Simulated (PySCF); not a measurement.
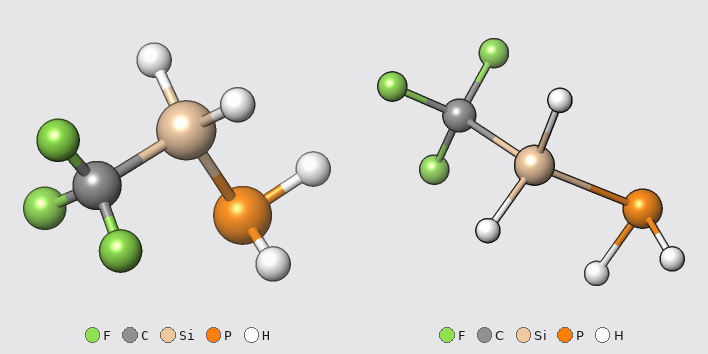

Two views of one molecule.

The geometry was computed by an optimisation with PBE0-D3(BJ)/def2-SVP. No frequency run is at hand to confirm it as a minimum.

Description:

It has 10 atoms: 1 carbon, 4 hydrogen, 3 fluorine, 1 phosphorus and 1 silicon (CH₄F₃PSi). As SMILES it reads `FC(F)(F)[SiH2]P`. It has no ring. Among its groups: C–F bond, Si–H bond. The point group is C1. Coordination: 1 C tetrahedral; 1 Si tetrahedral; 1 P trigonal pyramidal.

More results for the same structure follow; atom numbers are the same in all pictures, views and colours differ.

Shape

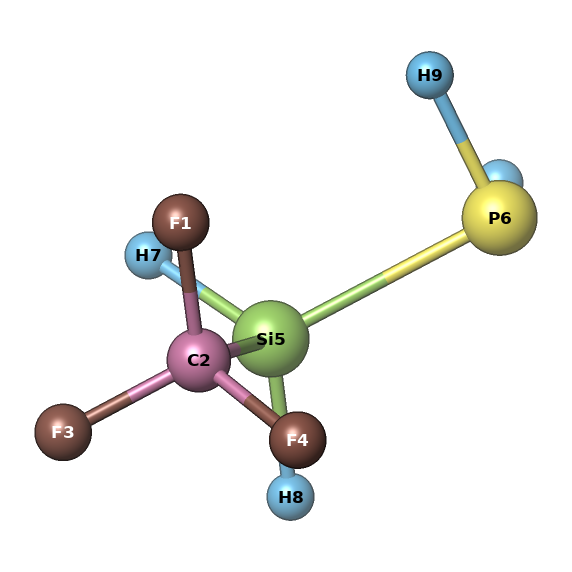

Si5 lies behind C2. The molecule seen a little off the C2–Si5 bond, C2 in front. Atoms fade into the background with distance from the viewer. No frequency run is at hand to confirm it as a minimum.

**What is the torsion angle F1–C2–Si5–P6? The sign is positive where the front bond must turn clockwise to cover the back bond.**

61°, synclinal (gauche). The bonds about C2–Si5 are staggered.

Charges

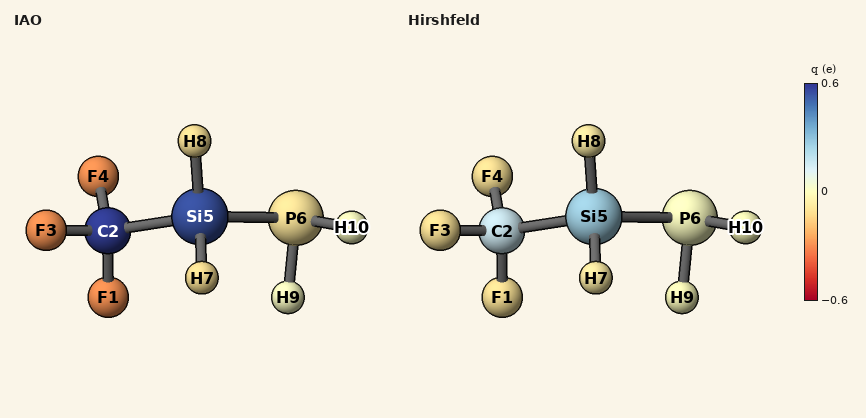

Atomic charges of one calculation by 2 schemes, on one colour scale. No frequency run is at hand to confirm it as a minimum. Level of theory: PBE0/cc-pVTZ (PySCF 2.14.0).

**Which scheme gives the most polar picture (largest mean size of the charges)?**

The IAO charges are the largest in size here.

**On which atom do the schemes disagree most?**

On C2 (from 0.16 to 0.58 e).

List the charges (e), one line for each set of equivalent atoms.

| atom | IAO | Hirshfeld |
| --- | --- | --- |
| F1 | −0.29 | −0.10 |
| C2 | 0.58 | 0.16 |
| F3 | −0.28 | −0.10 |
| F4 | −0.28 | −0.09 |
| Si5 | 0.54 | 0.26 |
| P6 | −0.09 | 0.00 |
| H7 | −0.10 | −0.06 |
| H8 | −0.09 | −0.06 |
| H9 | 0.01 | 0.00 |
| H10 | 0.01 | 0.00 |

Electronic properties

No frequency run is at hand to confirm it as a minimum. Level of theory: PBE0/IGLO-III, gas phase (PySCF 2.14.0).

Computed properties:

- dipole moment: 2.40 D
- HOMO energy (Kohn–Sham orbital): −8.08 eV
- LUMO energy (Kohn–Sham orbital): −0.12 eV
- HOMO–LUMO gap: 7.96 eV

NMR shielding

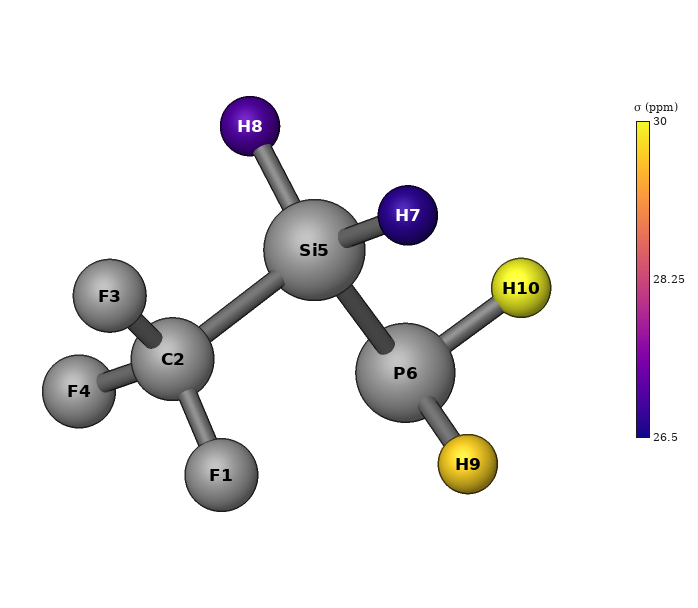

Atoms are coloured by their isotropic NMR shieldings (H only, the others grey). No frequency run is at hand to confirm it as a minimum. Level of theory: GIAO PBE0/def2-SVP NMR shielding, non-relativistic, gas phase (PySCF 2.14.0).

Give the isotropic NMR shieldings of the H atoms atom by atom.

```tsv
atom	σ (ppm)
H7	26.68
H8	26.97
H9	29.67
H10	29.95
```
